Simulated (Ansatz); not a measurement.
**CH$_{5}$NSi···HF: density, localisation and related maps**

The calculation's input:

```
crystal:
  periodic: [false, false, false]
  atoms:
    - { symbol: Si, position_ang: [0.245433, 0.148188, -0.941105] }
    - { symbol: F, position_ang: [1.30336, -0.330482, 1.598526] }
    - { symbol: H, position_ang: [1.980867, 0.036097, 1.067002] }
    - { symbol: "N", position_ang: [-0.976213, 1.380844, -0.735151] }
    - { symbol: H, position_ang: [-1.970395, 1.218468, -0.524877] }
    - { symbol: H, position_ang: [-0.761023, 2.381963, -0.760855] }
    - { symbol: C, position_ang: [-0.901076, -1.39502, -0.754735] }
    - { symbol: H, position_ang: [-1.335226, -1.428147, 0.269363] }
    - { symbol: H, position_ang: [-1.741715, -1.362999, -1.482647] }
    - { symbol: H, position_ang: [-0.343711, -2.339412, -0.916221] }
basis:
  gaussian: { orbitals: cc-pVDZ }
hamiltonian:
  xc: pbe
  dispersion: d4
relax:
  f_tol: 0.03
  max_steps: 50
output:
  orbitals: {}
```

Command:

```sh
ansatz run input.yaml --threads 2 --pin off --max-ram 3072MiB --backend cpu --events-out ev --progress --plain --runs-dir out
```

The fields are those of the run's last geometry, not of the input's.

Computed with RKS PBE-D4/cc-pVDZ in Ansatz 0.2.0.

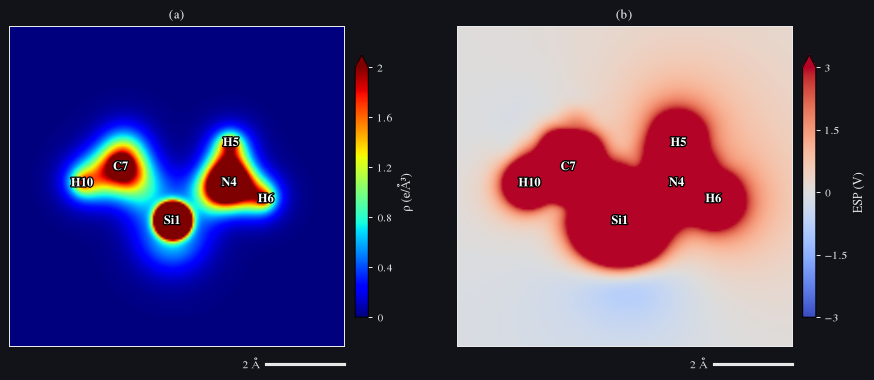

Figure 1. (a) electron density; (b) molecular electrostatic potential on the plane of atoms N4, Si1 and C7.

Describe what can be read from this map.

Answer.
- The section cuts through Si, N, H and C sites.
- Si–N (1.74 Å): ρ is about 0.97 e/Å³ halfway.
- C–Si (1.92 Å): the density is about 0.86 e/Å³ at the midpoint.
- N–H (1.02 Å): ρ at the midpoint is about 2.7 e/Å³.
- C–H (1.11 Å): ρ is about 1.8 e/Å³ halfway.
- Outside the dense part of the complex the potential is most negative (−0.8 V) near Si1.

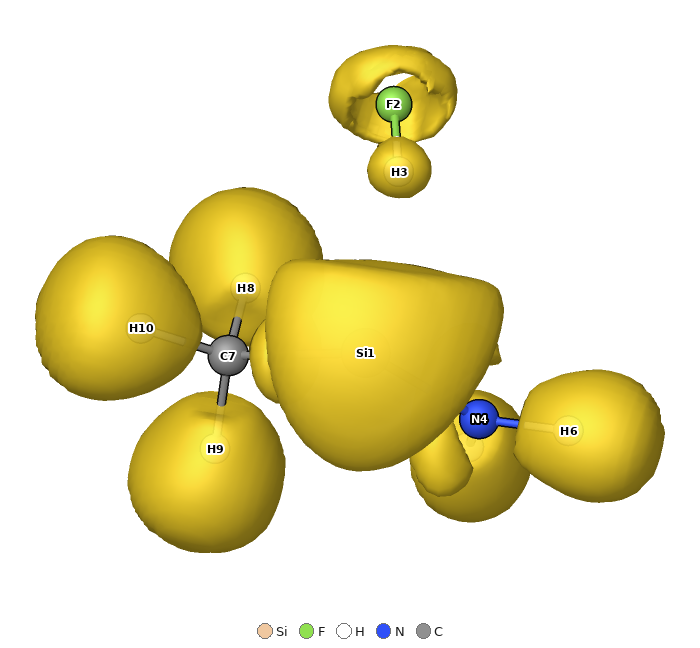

Figure 2. Isosurface of the ELF at 0.85 (yellow), seen at a tilt. Only the valence region is drawn (cores and ρ < 0.01 e/Å³ removed).

Identify the bonds, lone pairs and shells in this picture.

Answer. The ELF exceeds this value in one region between bonded C–Si atoms (shared pairs), one region between bonded N–Si atoms (shared pairs), six regions around hydrogen nuclei, one lobe on Si, pointing away from the bonds (lone pairs) and one region wrapped around F (its lone pairs, merged into a ring or cap).


Si1···H3 (2.13 Å): the ELF climbs to about 0.95 towards the hydrogen, as it does in any bond to H. Si–N (1.74 Å): the ELF peaks at about 0.90 between the atoms; a shared but strongly polarised pair.

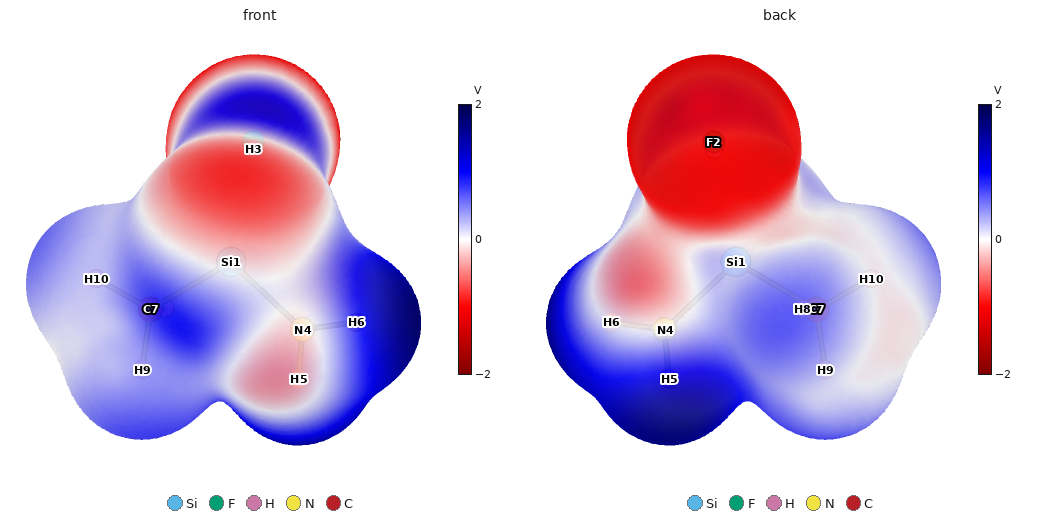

Figure 3. The electrostatic potential painted on the density surface at 0.002 e/bohr³, seen from the front and from behind; red is negative and blue positive.

Which sites attract a positive test charge, and which a negative one?

Answer. A positive charge is drawn to the negative regions and a negative charge to the positive ones. The most negative region (about −1.2 V) lies over F2, the most positive (about +1.8 V) over H5 and H6.

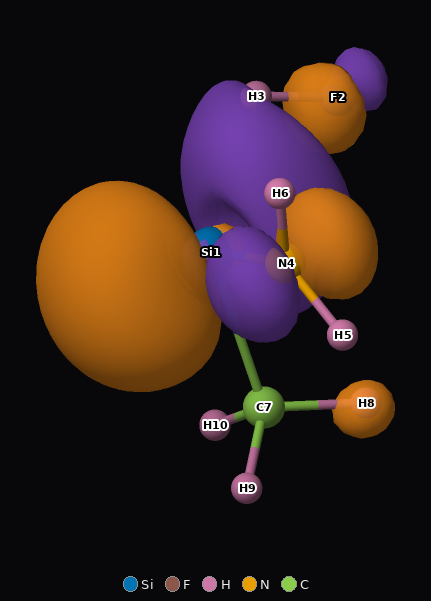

Figure 4. One frontier orbital at ±0.15 Å⁻³ᐟ² (orange and purple are the two phases), seen at an oblique angle.

Which orbital is it: HOMO or LUMO?

Answer. The LUMO, at −1.97 eV. By Hirshfeld shares it lies mainly on Si1 (about 60 %), N4 (about 15 %) and F2 (about 10 %).
